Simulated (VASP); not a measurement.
# How thick must a slab of Pt(111) be?, part 6 of 7

Aim: follow surface energy, work function and relaxation of Pt(111) with the number of layers.

VASP 6.6.1; PBE; plane waves and PAW (Pt).

So far. Step 16 (Relaxing the slab, layers 10): The run ended after 7 ionic steps, 0.004 eV below its first step, once the forces on the free atoms met EDIFFG = -0.01. Step 17 (The vacuum level, layers 10): The vacuum level lies 5.72 eV above the Fermi level at the upper face; both faces agree, as the slab has next to no dipole.

### Step 18. Relaxing the slab, layers 11

System of this step: Pt(111). The cell holds 11 atoms: 11 Pt. Cell: a = 2.805 Å, b = 2.805 Å, c = 37.907 Å, α = 90.0°, β = 90.0°, γ = 60.0°. It derives from Pt. 11 layers of fcc Pt, cut at this functional's lattice. Vacuum lies along c.

INCAR

```
SYSTEM = Pt
PREC = Normal
ENCUT = 320
EDIFF = 1E-06
NELM = 120
ISMEAR = 1
SIGMA = 0.15
LREAL = .FALSE.
ALGO = Fast
GGA = PE
NBANDS = 68
LASPH = .TRUE.
LORBIT = 11
LWAVE = .FALSE.
LCHARG = .FALSE.
KPAR = 4
IBRION = 2
NSW = 50
ISIF = 2
EDIFFG = -0.01
POTIM = 0.4
MAXMIX = 40
```

POSCAR

```
Pt
1.0
    2.8054651031      0.0000000000      0.0000000000
    1.4027325516      2.4296040487      0.0000000000
    0.0000000000      0.0000000000     37.9065266461
Pt
11
Direct
    0.6666666700      0.6666666700      0.1978551100
    0.0000000000      0.0000000000      0.2582840900
    0.3333333300      0.3333333300      0.3187130700
    0.6666666700      0.6666666700      0.3791420400
    0.0000000000      0.0000000000      0.4395710200
    0.3333333300      0.3333333300      0.5000000000
    0.6666666700      0.6666666700      0.5604289800
    0.0000000000      0.0000000000      0.6208579600
    0.3333333300      0.3333333300      0.6812869300
    0.6666666700      0.6666666700      0.7417159100
    0.0000000000      0.0000000000      0.8021448900
```

KPOINTS

```
Automatic mesh
0
Gamma
15 15 1
0 0 0
```

PAW data sets: Pt (PBE family, release 64).

On the command line:

```console
mpirun -np 4 vasp_std
```

Output:

```text
[banner, memory and clock lines left out]
running    4 mpi-ranks, on    1 nodes
[...]
LDA part: xc-table for (Slater+PW92), standard interpolation
 POSCAR, INCAR and KPOINTS ok, starting setup
[...]
entering main loop
       N       E                     dE             d eps       ncg     rms          rms(c)
DAV:   1     0.548713681695E+03    0.54871E+03   -0.41423E+04  3736   0.101E+03
DAV:   2    -0.429959524268E+02   -0.59171E+03   -0.55496E+03  4240   0.260E+02
DAV:   3    -0.690775510705E+02   -0.26082E+02   -0.24143E+02  4312   0.491E+01
DAV:   4    -0.700224076683E+02   -0.94486E+00   -0.93247E+00  4444   0.904E+00
[...]
RMM:  34    -0.658287811141E+02   -0.20858E-05   -0.17872E-07  1729   0.131E-03    0.220E-03
RMM:  35    -0.658287822812E+02   -0.11671E-05   -0.76429E-08   829   0.864E-04    0.273E-03
RMM:  36    -0.658287826938E+02   -0.41259E-06   -0.24828E-08   651   0.791E-04
   1 F= -.65828783E+02 E0= -.65825356E+02  d E =-.658288E+02
[... from here on, the cycles between the ionic steps are left out ...]
   2 F= -.65832595E+02 E0= -.65829323E+02  d E =-.381200E-02
   3 F= -.65833214E+02 E0= -.65830026E+02  d E =-.443136E-02
   4 F= -.65833535E+02 E0= -.65830377E+02  d E =-.321421E-03
   5 F= -.65833584E+02 E0= -.65830439E+02  d E =-.369913E-03
   6 F= -.65833590E+02 E0= -.65830448E+02  d E =-.375568E-03
   7 F= -.65833591E+02 E0= -.65830451E+02  d E =-.377000E-03
   8 F= -.65833627E+02 E0= -.65830498E+02  d E =-.357074E-04
 trial-energy change:   -0.000036  1 .order   -0.000035   -0.000056   -0.000015
 step:   1.6956(harm=  1.6956)  dis= 0.00133  next Energy=   -65.833629 (dE=-0.382E-04)
 reached required accuracy - stopping structural energy minimisation
```

The job ended after 2.3 min (4 MPI ranks of AMD EPYC 9R45, shared host; peak memory 1.1 GiB).

From OUTCAR (step 18):

```text
  Total       -5.5403138     -5.5403138     -1.0301337     -0.0000000      0.0000000     -0.0000000
  in kB      -34.3550496    -34.3550496     -6.3877780     -0.0000000      0.0000000     -0.0000000
  external PRESSURE =     -25.0326257 kB  Pullay stress =       0.0000000 kB

 POSITION                                       TOTAL-FORCE (eV/Angst)
 -----------------------------------------------------------------------------------
      2.80547      1.61974      7.48787         0.000000      0.000000     -0.004363
      0.00000      0.00000      9.80376        -0.000000      0.000000     -0.000696
      1.40273      0.80987     12.08431         0.000000      0.000000      0.000988
      2.80547      1.61974     14.36728         0.000000      0.000000      0.002184
      2.80547      0.00000     16.66012         0.000000      0.000000     -0.004147
      1.40273      0.80987     18.95326         0.000000      0.000000      0.000000
      2.80547      1.61974     21.24640         0.000000     -0.000000      0.004147
      0.00000      0.00000     23.53924        -0.000000     -0.000000     -0.002184
      1.40273      0.80987     25.82222        -0.000000      0.000000     -0.000988
      2.80547      1.61974     28.10277         0.000000     -0.000000      0.000696
      1.40273      2.42960     30.41865        -0.000000      0.000000      0.004363
 -----------------------------------------------------------------------------------
    total drift:                               -0.000003     -0.000002     -0.000002

  FREE ENERGIE OF THE ION-ELECTRON SYSTEM (eV)
  ---------------------------------------------------
  free  energy   TOTEN  =       -65.8336267655 eV

  energy  without entropy=      -65.8242394065  energy(sigma->0) =      -65.83049765

[... 1 part as in an earlier step ...]

[... 3 further parts left out ...]
[key lines of the parts left out:]
E-fermi :   5.1202
```

The run ended after 8 ionic steps, 0.005 eV below its first step, once the forces on the free atoms met EDIFFG = -0.01.

### Step 19. The vacuum level, layers 11

INCAR: that of step 18 with these lines changed.

```diff
@@ -16,7 +16,6 @@
 KPAR = 4
-IBRION = 2
-NSW = 50
-ISIF = 2
-EDIFFG = -0.01
-POTIM = 0.4
-MAXMIX = 40
+IDIPOL = 3
+LDIPOL = .TRUE.
+DIPOL = 0.5 0.5 0.5
+LVHAR = .TRUE.
+LVACPOTAV = .TRUE.
```

POSCAR

```
Pt
1.0
    2.8054651031      0.0000000000      0.0000000000
    1.4027325516      2.4296040487      0.0000000000
    0.0000000000      0.0000000000     37.9065266461
Pt
11
Direct
    0.6666666700      0.6666666700      0.1975351617
    0.0000000000      0.0000000000      0.2586298375
    0.3333333300      0.3333333300      0.3187922871
    0.6666666700      0.6666666700      0.3790187146
    0.0000000000      0.0000000000      0.4395053930
    0.3333333300      0.3333333300      0.5000000000
    0.6666666700      0.6666666700      0.5604946070
    0.0000000000      0.0000000000      0.6209812854
    0.3333333300      0.3333333300      0.6812077129
    0.6666666700      0.6666666700      0.7413701625
    0.0000000000      0.0000000000      0.8024648383
```

KPOINTS is that of step 18.

On the command line:

```console
mpirun -np 4 vasp_std
```

Output:

```text
[... set-up lines as in an earlier step ...]
 entering main loop
       N       E                     dE             d eps       ncg     rms          rms(c)
DAV:   1     0.548494000340E+03    0.54849E+03   -0.41419E+04  3736   0.101E+03
DAV:   2    -0.431987537610E+02   -0.59169E+03   -0.55460E+03  4244   0.260E+02
DAV:   3    -0.691162267123E+02   -0.25917E+02   -0.24021E+02  4344   0.491E+01
DAV:   4    -0.700390106892E+02   -0.92278E+00   -0.91132E+00  4480   0.895E+00
[...]
RMM:  30    -0.658336213664E+02    0.18679E-05   -0.26287E-06  2631   0.424E-03    0.183E-02
RMM:  31    -0.658336227210E+02   -0.13546E-05   -0.33653E-06  2859   0.484E-03    0.695E-03
RMM:  32    -0.658336235795E+02   -0.85849E-06   -0.44944E-07  2116   0.207E-03
 [... a notice as in an earlier step ...]

   1 F= -.65833624E+02 E0= -.65830495E+02  d E =-.938481E-02
```

The job ended after 58 s (4 MPI ranks; peak memory 1 GiB).

Parts of OUTCAR (step 19):

```text
  Total       -5.5388656     -5.5388656     -1.0259894     -0.0000000      0.0000000     -0.0000000
  in kB      -34.3460696    -34.3460696     -6.3620792     -0.0000000      0.0000000     -0.0000000
  external PRESSURE =     -25.0180728 kB  Pullay stress =       0.0000000 kB

 POSITION                                       TOTAL-FORCE (eV/Angst)
 -----------------------------------------------------------------------------------
      2.80547      1.61974      7.48787         0.000000     -0.000000     -0.004295
      0.00000      0.00000      9.80376        -0.000000     -0.000000     -0.000913
      1.40273      0.80987     12.08431         0.000000      0.000000      0.001321
      2.80547      1.61974     14.36728        -0.000000      0.000000      0.002327
      0.00000      0.00000     16.66012         0.000000     -0.000000     -0.004837
      1.40273      0.80987     18.95326         0.000000      0.000000      0.000000
      2.80547      1.61974     21.24640         0.000000      0.000000      0.004837
      0.00000      0.00000     23.53924         0.000000      0.000000     -0.002327
      1.40273      0.80987     25.82222        -0.000000     -0.000000     -0.001321
      2.80547      1.61974     28.10277        -0.000000      0.000000      0.000913
      0.00000      0.00000     30.41865        -0.000000      0.000000      0.004295
 -----------------------------------------------------------------------------------
    total drift:                               -0.000003     -0.000002     -0.000002

  FREE ENERGIE OF THE ION-ELECTRON SYSTEM (eV)
  ---------------------------------------------------
  free  energy   TOTEN  =       -65.8336235795 eV

  energy  without entropy=      -65.8242387661  energy(sigma->0) =      -65.83049531

[... 2 parts as in an earlier step ...]

[... 1 further part left out ...]
[key lines of the parts left out:]
E-fermi :   5.1193
```

The vacuum level lies 5.69 eV above the Fermi level at the upper face; both faces agree, as the slab has next to no dipole.

The program found no field-free point at its default tolerance, but its printed level agrees with the flat part of the planar average.

### Step 20. Relaxing the slab, layers 12

System of this step: Pt(111). The cell holds 12 atoms: 12 Pt. Its edges and angles: a = 2.805 Å, b = 2.805 Å, c = 40.197 Å, α = 90.0°, β = 90.0°, γ = 60.0°. It derives from Pt. 12 layers of fcc Pt, cut at this functional's lattice. Vacuum lies along c.

INCAR

```
SYSTEM = Pt
PREC = Normal
ENCUT = 320
EDIFF = 1E-06
NELM = 120
ISMEAR = 1
SIGMA = 0.15
LREAL = .FALSE.
ALGO = Fast
GGA = PE
NBANDS = 74
LASPH = .TRUE.
LORBIT = 11
LWAVE = .FALSE.
LCHARG = .FALSE.
KPAR = 4
IBRION = 2
NSW = 50
ISIF = 2
EDIFFG = -0.01
POTIM = 0.4
MAXMIX = 40
```

POSCAR

```
Pt
1.0
    2.8054651031      0.0000000000      0.0000000000
    1.4027325516      2.4296040487      0.0000000000
    0.0000000000      0.0000000000     40.1971793107
Pt
12
Direct
    0.3333333300      0.3333333300      0.1865802600
    0.6666666700      0.6666666700      0.2435656600
    0.0000000000      0.0000000000      0.3005510700
    0.3333333300      0.3333333300      0.3575364800
    0.6666666700      0.6666666700      0.4145218900
    0.0000000000      0.0000000000      0.4715073000
    0.3333333300      0.3333333300      0.5284927000
    0.6666666700      0.6666666700      0.5854781100
    0.0000000000      0.0000000000      0.6424635200
    0.3333333300      0.3333333300      0.6994489300
    0.6666666700      0.6666666700      0.7564343400
    0.0000000000      0.0000000000      0.8134197400
```

KPOINTS is that of step 19.

On the command line:

```console
mpirun -np 4 vasp_std
```

Output:

```text
[banner, memory and clock lines left out]
running    4 mpi-ranks, on    1 nodes
[...]
LDA part: xc-table for (Slater+PW92), standard interpolation
 POSCAR, INCAR and KPOINTS ok, starting setup
[...]
entering main loop
       N       E                     dE             d eps       ncg     rms          rms(c)
DAV:   1     0.597045095341E+03    0.59705E+03   -0.45396E+04  4084   0.102E+03
DAV:   2    -0.468876272548E+02   -0.64393E+03   -0.60701E+03  4568   0.262E+02
DAV:   3    -0.754775306940E+02   -0.28590E+02   -0.26238E+02  4642   0.495E+01
DAV:   4    -0.764939116812E+02   -0.10164E+01   -0.99410E+00  4838   0.907E+00
[...]
RMM:  30    -0.719339294030E+02    0.41524E-05   -0.12687E-05  3859   0.915E-03    0.388E-02
RMM:  31    -0.719339252364E+02    0.41666E-05   -0.39546E-06  2893   0.520E-03    0.811E-03
RMM:  32    -0.719339261587E+02   -0.92235E-06   -0.90640E-07  2270   0.268E-03
   1 F= -.71933926E+02 E0= -.71932239E+02  d E =-.719339E+02
[... from here on, the cycles between the ionic steps are left out ...]
   2 F= -.71937543E+02 E0= -.71935947E+02  d E =-.361693E-02
   3 F= -.71938180E+02 E0= -.71936634E+02  d E =-.425355E-02
   4 F= -.71938504E+02 E0= -.71937003E+02  d E =-.324269E-03
   5 F= -.71938552E+02 E0= -.71937071E+02  d E =-.371883E-03
   6 F= -.71938554E+02 E0= -.71937077E+02  d E =-.374371E-03
   7 F= -.71938603E+02 E0= -.71937147E+02  d E =-.490614E-04
 trial-energy change:   -0.000049  1 .order   -0.000037   -0.000065   -0.000008
 step:   1.3129(harm=  1.4182)  dis= 0.00110  next Energy=   -71.938603 (dE=-0.493E-04)
 reached required accuracy - stopping structural energy minimisation
```

Elapsed: 2.5 min, on 4 MPI ranks; peak memory 1.2 GiB.

From OUTCAR (step 20):

```text
  Total       -5.5873861     -5.5873861     -1.2100352     -0.0000000      0.0000000      0.0000000
  in kB      -32.6725712    -32.6725712     -7.0757526     -0.0000000      0.0000000      0.0000000
  external PRESSURE =     -24.1402983 kB  Pullay stress =       0.0000000 kB

 POSITION                                       TOTAL-FORCE (eV/Angst)
 -----------------------------------------------------------------------------------
      1.40273      0.80987      7.48860        -0.000000     -0.000000      0.000476
      2.80547      1.61974      9.80380         0.000000     -0.000000      0.000638
      2.80547      0.00000     12.08530         0.000000      0.000000     -0.000271
      1.40273      0.80987     14.36728         0.000000      0.000000      0.000455
      2.80547      1.61974     16.65935        -0.000000      0.000000     -0.001777
      0.00000      0.00000     18.95317        -0.000000     -0.000000     -0.005757
      1.40273      0.80987     21.24401         0.000000     -0.000000      0.005757
      2.80547      1.61974     23.53783         0.000000     -0.000000      0.001777
      0.00000      0.00000     25.82990         0.000000     -0.000000     -0.000455
      1.40273      0.80987     28.11188         0.000000     -0.000000      0.000271
      2.80547      1.61974     30.39338        -0.000000     -0.000000     -0.000638
      0.00000      0.00000     32.70858         0.000000      0.000000     -0.000476
 -----------------------------------------------------------------------------------
    total drift:                                0.000000      0.000000      0.000002

  FREE ENERGIE OF THE ION-ELECTRON SYSTEM (eV)
  ---------------------------------------------------
  free  energy   TOTEN  =       -71.9386031430 eV

  energy  without entropy=      -71.9342337457  energy(sigma->0) =      -71.93714668

[... 1 part as in an earlier step ...]

[... 3 further parts left out ...]
[key lines of the parts left out:]
E-fermi :   5.4349
```

The run ended after 7 ionic steps, 0.005 eV below its first step, once the forces on the free atoms met EDIFFG = -0.01.

### Step 21. The vacuum level, layers 12

INCAR: that of step 20 with these lines changed.

```diff
@@ -16,7 +16,6 @@
 KPAR = 4
-IBRION = 2
-NSW = 50
-ISIF = 2
-EDIFFG = -0.01
-POTIM = 0.4
-MAXMIX = 40
+IDIPOL = 3
+LDIPOL = .TRUE.
+DIPOL = 0.5 0.5 0.5
+LVHAR = .TRUE.
+LVACPOTAV = .TRUE.
```

POSCAR

```
Pt
1.0
    2.8054651031      0.0000000000      0.0000000000
    1.4027325516      2.4296040487      0.0000000000
    0.0000000000      0.0000000000     40.1971793107
Pt
12
Direct
    0.3333333300      0.3333333300      0.1862967319
    0.6666666700      0.6666666700      0.2438926552
    0.0000000000      0.0000000000      0.3006504638
    0.3333333300      0.3333333300      0.3574201799
    0.6666666700      0.6666666700      0.4144407224
    0.0000000000      0.0000000000      0.4715050755
    0.3333333300      0.3333333300      0.5284949245
    0.6666666700      0.6666666700      0.5855592776
    0.0000000000      0.0000000000      0.6425798201
    0.3333333300      0.3333333300      0.6993495362
    0.6666666700      0.6666666700      0.7561073448
    0.0000000000      0.0000000000      0.8137032681
```

KPOINTS is that of step 20.

On the command line:

```console
mpirun -np 4 vasp_std
```

Output:

```text
[... set-up lines as in an earlier step ...]
 entering main loop
       N       E                     dE             d eps       ncg     rms          rms(c)
DAV:   1     0.596701308549E+03    0.59670E+03   -0.45391E+04  4084   0.102E+03
DAV:   2    -0.469847756823E+02   -0.64369E+03   -0.60678E+03  4584   0.262E+02
DAV:   3    -0.754836029102E+02   -0.28499E+02   -0.26095E+02  4610   0.495E+01
DAV:   4    -0.765125207234E+02   -0.10289E+01   -0.10065E+01  4910   0.914E+00
[...]
RMM:  30    -0.719386017746E+02   -0.14912E-05   -0.84000E-07  2527   0.243E-03    0.242E-02
RMM:  31    -0.719386002017E+02    0.15729E-05   -0.29158E-07  2262   0.155E-03    0.131E-02
RMM:  32    -0.719386002320E+02   -0.30326E-07   -0.11427E-07  1562   0.108E-03
 [... a notice as in an earlier step ...]

   1 F= -.71938600E+02 E0= -.71937143E+02  d E =-.437227E-02
```

It took 63 s on 4 MPI ranks; peak memory 1.1 GiB; 4.2 min of CPU time.

Parts of OUTCAR (step 21):

```text
  Total       -5.5884389     -5.5884389     -1.2146159     -0.0000000      0.0000000     -0.0000000
  in kB      -32.6787274    -32.6787274     -7.1025383     -0.0000000      0.0000000     -0.0000000
  external PRESSURE =     -24.1533310 kB  Pullay stress =       0.0000000 kB

 POSITION                                       TOTAL-FORCE (eV/Angst)
 -----------------------------------------------------------------------------------
      1.40273      0.80987      7.48860         0.000000      0.000000     -0.001402
      2.80547      1.61974      9.80380         0.000000      0.000000      0.002053
      0.00000      0.00000     12.08530         0.000000      0.000000      0.001920
      1.40273      0.80987     14.36728        -0.000000      0.000000      0.003523
      2.80547      1.61974     16.65935         0.000000      0.000000     -0.007135
      0.00000      0.00000     18.95317         0.000000      0.000000     -0.007533
      1.40273      0.80987     21.24401        -0.000000     -0.000000      0.007533
      2.80547      1.61974     23.53783        -0.000000      0.000000      0.007135
      0.00000      0.00000     25.82990         0.000000     -0.000000     -0.003523
      1.40273      0.80987     28.11188         0.000000      0.000000     -0.001920
      2.80547      1.61974     30.39338        -0.000000     -0.000000     -0.002053
      0.00000      0.00000     32.70858        -0.000000     -0.000000      0.001402
 -----------------------------------------------------------------------------------
    total drift:                                0.000000      0.000000      0.000002

  FREE ENERGIE OF THE ION-ELECTRON SYSTEM (eV)
  ---------------------------------------------------
  free  energy   TOTEN  =       -71.9386002320 eV

  energy  without entropy=      -71.9342279615  energy(sigma->0) =      -71.93714281

[... 2 parts as in an earlier step ...]

[... 1 further part left out ...]
[key lines of the parts left out:]
E-fermi :   5.4346
```

The planar average of the electrostatic potential oscillates, so the rows of the table below give means over windows of 2.34 Å about each position, cut where the curve ends. Its maxima inside the range that stand out by 2 % of the span (Å: eV): 8.6: 0.741, 10.9: 0.310, 13.2: 0.169, 15.5: 0.376, 17.8: 0.269, 20.1: 0.382, 22.4: 0.269, 24.7: 0.376, 27.0: 0.169, 29.3: 0.310, 31.6: 0.741. Its minima: 7.5: -20.8, 9.8: -21.1, 12.1: -21.1, 14.4: -21.0, 16.6: -21.1, 19.0: -21.1, 21.2: -21.1, 23.6: -21.1, 25.8: -21.0, 28.1: -21.1, 30.4: -21.1, 32.7: -20.8.

Zero at the Fermi level. Planar average of the electrostatic potential against height; means over each step:

```tsv
height (Å)	planar average of the electrostatic potential (eV)
1.17	5.69
3.51	5.69
5.85	2.50
8.19	-10.2
10.53	-10.8
12.87	-10.8
15.21	-10.8
17.55	-10.8
19.89	-10.8
22.23	-10.8
24.57	-10.8
26.91	-10.9
29.25	-10.9
31.59	-10.3
33.93	-1.67
36.27	5.68
38.61	5.69
```

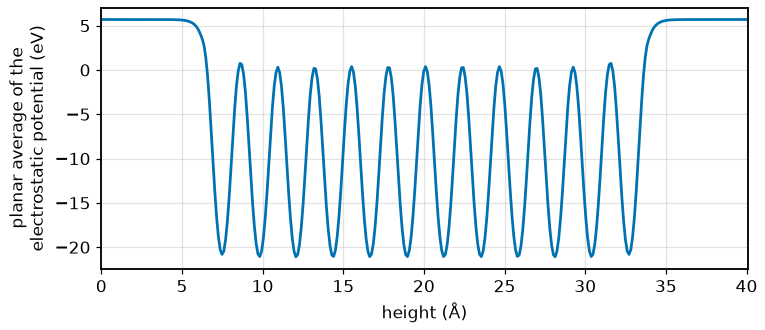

Planar average of the electrostatic potential against height.

The vacuum level lies 5.69 eV above the Fermi level at the upper face; both faces agree, as the slab has next to no dipole.

The program found no field-free point at its default tolerance, but its printed level agrees with the flat part of the planar average.

(Part 6 of 7 ends here.)

[Lines on the potential files, build, host, timing and source positions are cut from VASP's logs without a mark.]

[Logs are printed without paths, hosts, clocks, repeated set-up lines and the standing remarks that a program may print on its own settings, such as how far it seeks lower states.]

[Hosts, paths, dates, database ids (printed as entryN), source tags and the programs' standing remarks are cut or masked in the printed files.]

[Runs that stopped without an error message from VASP are left out.]
